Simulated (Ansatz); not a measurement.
# Lattice dynamics of (GaSb)2(CuI)2 [001] superlattice, started as zinc blende, part 2 of 2

Aim: the vibrations of (GaSb)2(CuI)2 [001] superlattice, started as zinc blende, their spectra, and whether the structure is stable.

Ansatz 0.2.0; DFT PBEsol, scalar-relativistic, plane waves, PAW.

So far. Step 4 (Relaxing to small forces for the phonons): The largest force component left is 0.095 meV/Å and the pressure is 0.000 GPa, within the tolerances set. The cell now holds 28.24 Å³/atom. The relaxed cell has a, b, c = 4.303, 4.357, 12.052 Å (conventional setting).

The structure was built from a prototype and need not be the compound's stable phase.

## 5. Zone-centre response (continued)

Patterns of degenerate modes are one choice out of their space. The modes at Γ (shares of kinetic energy by element, %):

```
mode  frequency (cm⁻¹)  symmetry  Cu %  Ga %  I %  Sb %
   1               0.0  acoustic    17    18   33    32
   2               0.0  acoustic    17    18   33    32
   3               0.0  acoustic    17    18   33    32
   4              31.6        B2    10    29   25    37
   5              34.4        B1    15    24   20    40
   6              39.2        B1    28    17   30    26
   7              45.3        B2    19    18   30    32
   8              47.8        B1    32    18   25    25
   9              49.1        B2    30    14   34    21
  10              73.7        A1    21    13   39    27
  11              85.5        A1    21    14   40    25
  12              99.7        B1    55     0   45     0
  13             117.7        B2     2    61   37     0
  14             120.6        B1    53     0   47     0
  15             121.2        A1    26     3   45    26
  16             135.3        A1    58     0   40     2
  17             147.6        A1    56    14    0    30
  18             163.4        B2    59     0   41     0
  19             182.9        B2     0    59    0    41
  20             192.3        A1     0    70    3    27
  21             205.9        A1     1    67    0    31
  22             207.7        B2    63     0    0    37
  23             219.9        B1     0    60    0    40
  24             231.4        B1     0    62    0    38
```

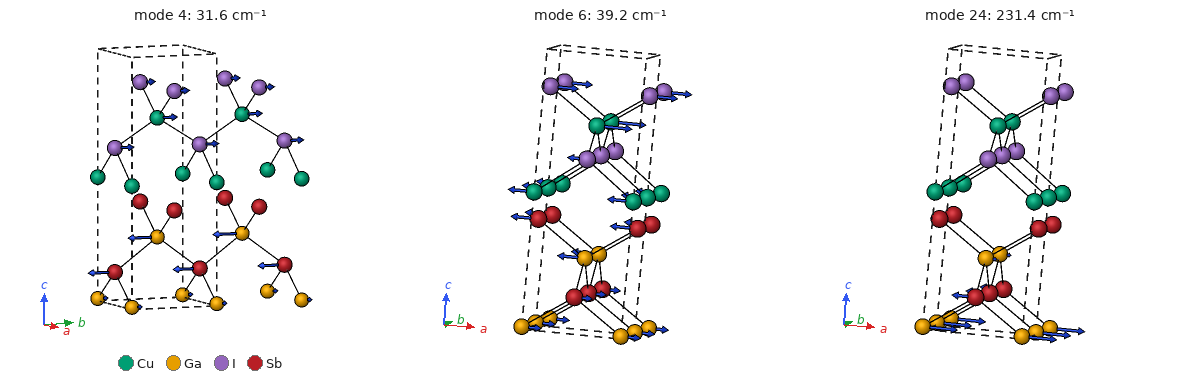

Displacement patterns of modes 4, 6 and 24 at Γ; arrows are exaggerated. 1×2×1 cells are drawn. Some periodic images of atoms are drawn too.

Before it was imposed, the acoustic sum rule was missed by 1.2e-4 eV/Å². Small misses are needed for a sound result but don't prove that mesh and cutoff are converged. The lowest optical mode is real, 31.6 cm⁻¹.

## 6. Another isotope, element Cu, natural mass 63.546 amu

An isotope changes the mass and not the force constants, so no new electronic calculation is needed; the shifts show which modes move this element.

The same force constants with the mass of Cu changed from 63.546 to 64.928 u (phonopy, no LO-TO term). Both lists are sorted by frequency; levels can cross, so a row need not hold one and the same mode. Modes under 3 cm⁻¹ are left out. Isotope shifts, by row:

```
    q  rank  natural mass (cm⁻¹)  changed mass (cm⁻¹)
0 0 0     4                31.59                31.56
0 0 0     5                34.38                34.33
0 0 0     6                39.16                39.04
0 0 0     7                45.31                45.21
0 0 0     8                47.81                47.64
0 0 0     9                49.13                48.97
0 0 0    10                73.66                73.49
0 0 0    11                85.46                85.27
0 0 0    12                99.68                99.09
0 0 0    13                117.7                117.7
0 0 0    14                120.6                119.9
0 0 0    15                121.2                120.9
0 0 0    16                135.3                134.5
0 0 0    17                147.6                146.7
0 0 0    18                163.4                162.4
0 0 0    19                182.9                182.9
0 0 0    20                192.3                192.3
0 0 0    21                205.9                205.8
0 0 0    22                207.7                206.3
0 0 0    23                219.9                219.9
0 0 0    24                231.4                231.4
```

A mode of this element alone would shift by -1.07 %. The highest zone-centre frequency without the field goes from 231.4 to 231.4 cm⁻¹ (+0.0 %). The product of the frequency ratios over all optical modes at Γ is 0.943; the product rule, (m/m′)^(3k/2) (M′/M)^(3/2) with k = 2 such atoms and M the mass of the cell, gives 0.943.

## 7. Another isotope, element Ga, natural mass 69.723 amu

The same for Ga, from 69.72 to 70.92 u.

The same force constants with the mass of Ga changed from 69.723 to 70.925 u (phonopy, no LO-TO term). Both lists are sorted by frequency; levels can cross, so a row need not hold one and the same mode. Modes under 3 cm⁻¹ are left out. Isotope shifts, by row:

```
    q  rank  natural mass (cm⁻¹)  changed mass (cm⁻¹)
0 0 0     4                31.59                31.51
0 0 0     5                34.38                34.31
0 0 0     6                39.16                 39.1
0 0 0     7                45.31                45.23
0 0 0     8                47.81                47.73
0 0 0     9                49.13                49.07
0 0 0    10                73.66                73.58
0 0 0    11                85.46                85.36
0 0 0    12                99.68                99.68
0 0 0    13                117.7                117.1
0 0 0    14                120.6                120.6
0 0 0    15                121.2                121.2
0 0 0    16                135.3                135.3
0 0 0    17                147.6                147.4
0 0 0    18                163.4                163.4
0 0 0    19                182.9                  182
0 0 0    20                192.3                191.1
0 0 0    21                205.9                204.7
0 0 0    22                207.7                207.7
0 0 0    23                219.9                218.8
0 0 0    24                231.4                230.2
```

A mode of this element alone would shift by -0.85 %. The highest zone-centre frequency without the field goes from 231.4 to 230.2 cm⁻¹ (-0.5 %). The product of the frequency ratios over all optical modes at Γ is 0.954; the product rule, (m/m′)^(3k/2) (M′/M)^(3/2) with k = 2 such atoms and M the mass of the cell, gives 0.955.

## 8. Another isotope, element Sb, natural mass 121.76 amu

The same for Sb, from 121.76 to 122.90 u.

A mode of this element alone would shift by -0.47 %. The highest zone-centre frequency without the field goes from 231.4 to 231.0 cm⁻¹ (-0.2 %). The product of the frequency ratios over all optical modes at Γ is 0.976; the product rule, (m/m′)^(3k/2) (M′/M)^(3/2) with k = 2 such atoms and M the mass of the cell, gives 0.977.

## 9. Outcome

```yaml
space_group_after_relaxation_within_0p01_a: Pmm2
volume_per_atom: 28.2 Å³
electronic_character: no gap on this mesh
highest_optical_mode_at_the_zone_centre_no_lo_to_term: 231 cm⁻¹
lowest_optical_zone_centre_mode: 31.6 cm⁻¹
imaginary_modes_at_gamma_the_only_wavevector_solved: none
```

In words: The structure is stable against zone-centre distortions, since no mode there is imaginary; other wavevectors were not solved, so zone-boundary instabilities are untested. The optical modes at Γ span 32 to 231 cm⁻¹. No dispersion was computed. With no gap, or one that is small against the smearing, the frequencies hang on the k mesh and the smearing, most of all near Kohn anomalies. A semilocal functional can close a gap that the real compound would have, so the metallic treatment may be an artefact of the level. Spin-orbit coupling is left out, which can matter for the heavy elements here. The starting cell was built on a prototype and not taken from a measurement, so the phase need not exist. These are harmonic frequencies at zero temperature: anharmonic shifts, linewidths and thermal expansion are left out.

[Logs are printed without paths, hosts, clocks, repeated set-up lines and the standing remarks that a program may print on its own settings, such as how far it seeks lower states.]

[Hosts, paths, dates, database ids (printed as entryN), source tags and the programs' standing remarks are cut or masked in the printed files.]
